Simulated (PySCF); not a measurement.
C7H13FO2

```yaml
atoms:
  - { symbol: C, position_ang: [2.8267, -0.9870, 0.2592] }
  - { symbol: O, position_ang: [1.6373, -1.3904, -0.3638] }
  - { symbol: C, position_ang: [0.9271, -0.4027, -1.0342] }
  - { symbol: C, position_ang: [0.1041, 0.5517, -0.1664] }
  - { symbol: F, position_ang: [0.9819, 1.2062, 0.7018] }
  - { symbol: O, position_ang: [-0.3751, 1.4768, -1.0693] }
  - { symbol: C, position_ang: [-1.2436, 2.4675, -0.5830] }
  - { symbol: C, position_ang: [-0.9710, -0.0503, 0.7067] }
  - { symbol: C, position_ang: [-2.0090, -0.9664, 0.1299] }
  - { symbol: C, position_ang: [-1.0029, -1.4967, 1.1031] }
  - { symbol: H, position_ang: [3.3884, -1.8984, 0.5068] }
  - { symbol: H, position_ang: [3.4433, -0.3672, -0.4193] }
  - { symbol: H, position_ang: [2.6476, -0.4107, 1.1810] }
  - { symbol: H, position_ang: [1.5917, 0.2473, -1.6350] }
  - { symbol: H, position_ang: [0.2395, -0.9048, -1.7311] }
  - { symbol: H, position_ang: [-2.2378, 2.0594, -0.3325] }
  - { symbol: H, position_ang: [-0.8245, 2.9731, 0.3027] }
  - { symbol: H, position_ang: [-1.3610, 3.2070, -1.3861] }
  - { symbol: H, position_ang: [-1.3133, 0.6592, 1.4662] }
  - { symbol: H, position_ang: [-1.9095, -1.2547, -0.9205] }
  - { symbol: H, position_ang: [-3.0442, -0.8322, 0.4542] }
  - { symbol: H, position_ang: [-1.3334, -1.7267, 2.1189] }
  - { symbol: H, position_ang: [-0.2054, -2.1376, 0.7239] }
```

Geometry: PBE0-D3(BJ)/def2-SVP.

Computed with PBE0/pcSseg-1, SCF density, gas phase, non-relativistic in PySCF 2.14.0.

What will maps of the electron density and electron localisation function show?

Answer. C–O (1.38 Å): the density is about 2.2 e/Å³ at the midpoint, with its minimum of 2 e/Å³ about 0.5 Å from C; the ELF peaks at about 0.90 between the atoms, as expected for a polar covalent bond.
C–H (1.10 Å): ρ at the midpoint is about 2 e/Å³; the ELF climbs to about 1 towards the hydrogen, as it does in any bond to H; a covalent bond by its length.

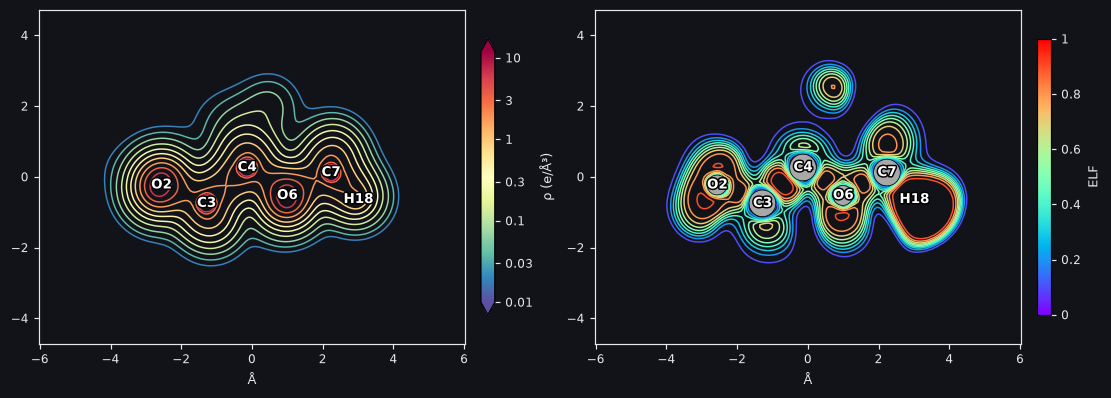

Computed electron density and electron localisation function on the plane of atoms C3, C4 and O6, in this order. Grey discs cover the atomic cores in the ELF map. 
